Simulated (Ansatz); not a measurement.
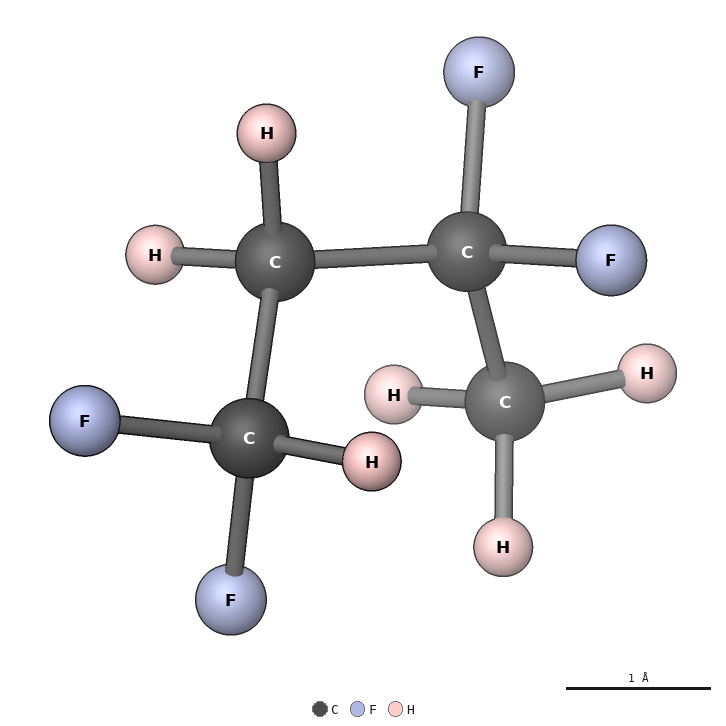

Depth is shown by fading: the farther an atom, the more it takes the colour of the background. The computed structure is the end point of a PBE-D4/def2-SVP optimisation. No frequency run is at hand to confirm it as a minimum. Masses are those of the most abundant isotopes; constants are for the rigid equilibrium geometry.

Q: Classify the rotor and give the rotational constants (cm⁻¹).

A: An asymmetric top (C1): A = 0.113, B = 0.0408, C = 0.0370 cm⁻¹. Ray's parameter κ is −0.90, close to the prolate limit.
